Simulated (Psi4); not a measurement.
# SiO2 (silicon dioxide molecule) at 5 levels

Aim: a comparison of 5 runs (UHF-D3(BJ)/cc-pCVDZ, UHF/cc-pCVDZ, PBE0/def2-SVP, B3LYP/6-31G*, B3LYP/cc-pVTZ) of SiO2 (silicon dioxide molecule). 

The results are computed with Psi4 1.11.

3 further runs of the same task are left out: 2 that didn't finish, 1 set aside as unsound or not needed.

### Step 1. The molecule

SiO2: 3 atoms, total charge 0, spin state singlet. As SMILES, `O=[Si]=O`. The coordinates come from a GFN2-xTB relaxation.

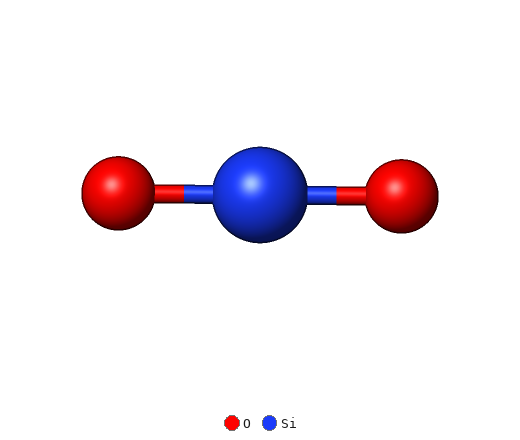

The structure, seen from a chosen angle (oxygen red, silicon blue).

### Step 2. Energy and one-electron properties at UHF-D3(BJ)/cc-pCVDZ (DKH2, density fitting with def2-universal-jkfit) (run 1)

Contents of job.json:

```json
{
 "schema_name": "qcschema_input",
 "schema_version": 1,
 "molecule": {
  "schema_name": "qcschema_molecule",
  "schema_version": 2,
  "symbols": ["O", "Si", "O"],
  "geometry": [1.30623539, 2.30034471, 0.9708279, -0.0013795, 0.00083148, -0.00030236, -1.30487479, -2.30119509, -0.97052554],
  "molecular_charge": 0,
  "molecular_multiplicity": 1
 },
 "driver": "energy",
 "model": {
  "method": "hf-d3bj2b",
  "basis": "cc-pCVDZ"
 },
 "keywords": {
  "reference": "uhf",
  "df_basis_scf": "def2-universal-jkfit",
  "relativistic": "dkh",
  "dkh_order": 2,
  "scf_properties": ["MULLIKEN_CHARGES", "MBIS_CHARGES", "ESP_AT_NUCLEI", "DIPOLE", "MAYER_INDICES"]
 }
}
```

Run with:

```
psi4 --qcschema job.json -n 1 --memory 1600MB
```

stdout:

```text
[...]
  Running in cs symmetry.
[...]
  Nuclear repulsion =   90.849657300185001
[...]
  Multiplicity = 1
[...]
  Nalpha       = 15
  Nbeta        = 15
[...]
    Number of basis functions: 63
[...]
   @DF-UHF iter   1:  -439.04891823024343   -8.85310e-01   1.53082e-02 ADIIS/DIIS
[...]
   @DF-UHF iter   9:  -439.27545279829997   -1.26443e-09   3.07377e-07 DIIS
[...]
   @S^2 Observed:                3.552713679E-14
[...]
  @DF-UHF Final Energy:  -439.27545279829997
   => Energetics <=
    Nuclear Repulsion Energy =             90.8496573001850010
    One-Electron Energy =                -789.3628354378899985
    Two-Electron Energy =                 259.2536131621154709
    Total Energy =                       -439.2754527982999662
  UHF NO Occupations:
  HONO-2 :    3App 2.0000000
  HONO-1 :   11 Ap 2.0000000
[...]
 Multipole Moments:
 ------------------------------------------------------------------------------------
     Multipole            Electronic (a.u.)      Nuclear  (a.u.)        Total (a.u.)
 ------------------------------------------------------------------------------------
 L = 1.  Multiply by 2.5417464519 to convert [e a0] to [Debye]
 Dipole X            :         -0.0029466           -0.0000079           -0.0029545
 Dipole Y            :          0.0018074            0.0000049            0.0018123
 Dipole Z            :          0.0000000            0.0000000            0.0000000
 Magnitude           :                                                    0.0034661
[...]
  Mulliken Charges: (a.u.)
   Center  Symbol    Alpha    Beta     Spin     Total
       1     O     4.24356  4.24356  0.00000 -0.48712
       2    SI     6.51290  6.51290  0.00000  0.97420
       3     O     4.24354  4.24354  0.00000 -0.48707
   Total alpha = 15.00000, Total beta = 15.00000, Total charge =  0.00000
[...]
```

The result, in JSON:

```text
{
 "driver": "energy",
 "model": {
  "method": "hf-d3bj2b",
  "basis": "cc-pCVDZ"
 },
 "success": true,
 "return_result": -439.27545279829997,
 "properties": {
  "calcinfo_nbasis": 63,
  "calcinfo_nmo": 63,
  "calcinfo_nalpha": 15,
  "calcinfo_nbeta": 15,
  "calcinfo_natom": 3,
  "nuclear_repulsion_energy": 90.84965730018499,
  "return_energy": -439.27545279829997,
  "scf_one_electron_energy": -789.36283543789,
  "scf_two_electron_energy": 259.25361316211547,
  "scf_dispersion_correction_energy": -0.015887822710416354,
  "scf_dipole_moment": [-0.002954546562269498, 0.0018122964705963762, 0.0],
  "scf_total_energy": -439.27545279829997,
  "scf_iterations": 9
 }
}
```

Wall time 4.5 s (1 thread of Intel Xeon 6975P-C (Granite Rapids), shared host); peak memory 0.26 GiB.

Atomic charges (e):

| atom | MBIS | Mulliken |
| --- | --- | --- |
| O1 | -1.014 | -0.487 |
| Si2 | +2.028 | +0.974 |
| O3 | -1.014 | -0.487 |

### Step 3. Energy and one-electron properties at UHF/cc-pCVDZ (DKH2, density fitting) (run 2)

Edit job.json of step 2 so:

```diff
@@ -13,3 +13,3 @@
  "model": {
-  "method": "hf-d3bj2b",
+  "method": "hf",
   "basis": "cc-pCVDZ"
@@ -18,3 +18,2 @@
   "reference": "uhf",
-  "df_basis_scf": "def2-universal-jkfit",
   "relativistic": "dkh",
```

Run with:

```
psi4 --qcschema job.json -n 1 --memory 1600MB
```

stdout:

```text
[...]
  Running in cs symmetry.
[...]
  Nuclear repulsion =   90.849657300185001
[...]
  Multiplicity = 1
[...]
  Nalpha       = 15
  Nbeta        = 15
[...]
    Number of basis functions: 63
[...]
   @DF-UHF iter   1:  -439.03303040753303   -8.85310e-01   1.53082e-02 DIIS/ADIIS
[...]
   @DF-UHF iter   9:  -439.25956497558957   -1.26443e-09   3.07377e-07 DIIS
[...]
   @S^2 Observed:                3.552713679E-14
[...]
  @DF-UHF Final Energy:  -439.25956497558957
   => Energetics <=
    Nuclear Repulsion Energy =             90.8496573001850010
    One-Electron Energy =                -789.3628354378899985
    Two-Electron Energy =                 259.2536131621154709
    Total Energy =                       -439.2595649755895693
  UHF NO Occupations:
  HONO-2 :    3App 2.0000000
  HONO-1 :   11 Ap 2.0000000
[...]
 Multipole Moments:
 ------------------------------------------------------------------------------------
     Multipole            Electronic (a.u.)      Nuclear  (a.u.)        Total (a.u.)
 ------------------------------------------------------------------------------------
 L = 1.  Multiply by 2.5417464519 to convert [e a0] to [Debye]
 Dipole X            :         -0.0029466           -0.0000079           -0.0029545
 Dipole Y            :          0.0018074            0.0000049            0.0018123
 Dipole Z            :          0.0000000            0.0000000            0.0000000
 Magnitude           :                                                    0.0034661
[...]
  Mulliken Charges: (a.u.)
   Center  Symbol    Alpha    Beta     Spin     Total
       1     O     4.24356  4.24356  0.00000 -0.48712
       2    SI     6.51290  6.51290  0.00000  0.97420
       3     O     4.24354  4.24354  0.00000 -0.48707
   Total alpha = 15.00000, Total beta = 15.00000, Total charge =  0.00000
[...]
```

The result, in JSON:

```text
{
 "driver": "energy",
 "model": {
  "method": "hf",
  "basis": "cc-pCVDZ"
 },
 "success": true,
 "return_result": -439.25956497558957,
 "properties": {
  "calcinfo_nbasis": 63,
  "calcinfo_nmo": 63,
  "calcinfo_nalpha": 15,
  "calcinfo_nbeta": 15,
  "calcinfo_natom": 3,
  "nuclear_repulsion_energy": 90.84965730018499,
  "return_energy": -439.25956497558957,
  "scf_one_electron_energy": -789.36283543789,
  "scf_two_electron_energy": 259.25361316211547,
  "scf_dipole_moment": [-0.002954546562269498, 0.0018122964705963762, 0.0],
  "scf_total_energy": -439.25956497558957,
  "scf_iterations": 9
 }
}
```

It took 3.9 s on 1 thread of Intel Xeon 6975P-C (Granite Rapids), shared host; peak memory 0.26 GiB.

Atomic charges (e):

| atom | MBIS | Mulliken |
| --- | --- | --- |
| O1 | -1.014 | -0.487 |
| Si2 | +2.028 | +0.974 |
| O3 | -1.014 | -0.487 |

Runs 3 to 4 aren't shown in full; the table further down has their settings and results.

### Step 4. The energy at B3LYP/cc-pVTZ (run 5)

Contents of o2si.xyz:

```xyz
3
O2Si
O      0.691230     1.217290     0.513740
Si    -0.000730     0.000440    -0.000160
O     -0.690510    -1.217740    -0.513580
```

Contents of o2si_ase.py:

```python
import numpy as np
from ase.calculators.psi4 import Psi4
from ase.io import read

atoms = read('o2si.xyz')
calc = Psi4(atoms=atoms, method='b3lyp', basis='cc-pVTZ', memory='1600MB', num_threads=1, charge=0, multiplicity=1, label='o2si')
calc.psi4.set_options({'puream': True, 'e_convergence': 1e-09, 'd_convergence': 1e-08, 'scf_type': 'pk', 'dft_radial_points': 99, 'dft_spherical_points': 590})
atoms.calc = calc

print(f'energy: {atoms.get_potential_energy():.6f} eV')
```

Run with:

```
python o2si_ase.py
```

o2si.dat:

```text
[...]
  Running in c1 symmetry.
[...]
  Nuclear repulsion =   90.849657212139761
[...]
  Multiplicity = 1
[...]
  Nalpha       = 15
  Nbeta        = 15
[...]
    Number of basis functions: 94
[...]
   @RKS iter   1:  -439.55373945251148   -1.29010e-01   1.21750e-02 DIIS/ADIIS
[...]
   @RKS iter  11:  -440.03244410497115   -4.83169e-12   4.01891e-09 DIIS
[...]
  @RKS Final Energy:  -440.03244410497115
   => Energetics <=
    Nuclear Repulsion Energy =             90.8496572121397605
    One-Electron Energy =                -789.0010305957719083
    Two-Electron Energy =                 288.9112206104435359
    DFT Exchange-Correlation Energy =     -30.7922913317824936
    Empirical Dispersion Energy =           0.0000000000000000
    VV10 Nonlocal Energy =                  0.0000000000000000
    Total Energy =                       -440.0324441049711481
[...]
 Multipole Moments:
 ------------------------------------------------------------------------------------
     Multipole            Electronic (a.u.)      Nuclear  (a.u.)        Total (a.u.)
 ------------------------------------------------------------------------------------
 L = 1.  Multiply by 2.5417464519 to convert [e a0] to [Debye]
 Dipole X            :         -0.0022568           -0.0000078           -0.0022646
 Dipole Y            :          0.0013714            0.0000048            0.0013762
 Dipole Z            :         -0.0004981           -0.0000017           -0.0004998
 Magnitude           :                                                    0.0026967
[...]
```

The script printed:

```text
energy: -11973.892700 eV
```

Run time: 9 s. Hardware: 1 thread of Intel Xeon 6975P-C (Granite Rapids), shared host; peak memory 0.98 GiB.

### Step 5. Overview of the runs

| run | level | integral approximation | task | energy (Eh) | dipole moment (D) | HOMO energy (eV) | LUMO energy (eV) | wall time |
| --- | --- | --- | --- | --- | --- | --- | --- | --- |
| 1 | UHF-D3(BJ)/cc-pCVDZ (DKH2, density fitting with def2-universal-jkfit) | def2-universal-jkfit | properties | -439.275453 | 0.01 | -13.68 | 0.71 | 4.5 s |
| 2 | UHF/cc-pCVDZ (DKH2, density fitting) | program's default | properties | -439.259565 | 0.01 | -13.68 | 0.71 | 3.9 s |
| 3 | PBE0/def2-SVP | none | energy | -439.432861 | 0.01 | -9.66 | -3.01 | 4.8 s |
| 4 | B3LYP/6-31G* (Cartesian functions) | none | energy | -439.926277 | 0.01 | -9.30 | -3.41 | 4.5 s |
| 5 | B3LYP/cc-pVTZ | none | energy | -440.032444 | 0.01 | -9.60 | -3.52 | 9 s |

### Step 6. Results

| quantity | value |
| --- | --- |
| run 5: total energy | -440.03244 Eh |
| run 5: dipole moment | 0.01 D |
| run 5: HOMO energy | -9.60 eV |
| run 5: LUMO energy | -3.52 eV |
| run 5: HOMO–LUMO gap | 6.08 eV |

In words: The HOMO–LUMO gap runs from 5.89 eV (B3LYP/6-31G*) to 14.39 eV (UHF-D3(BJ)/cc-pCVDZ). The two ends differ in method and basis and Hamiltonian. Totals of different functionals can't be ranked against each other. Some runs of one species differ in core potentials or relativity; totals across that change don't compare. All runs together took 27 s, the longest 9 s.
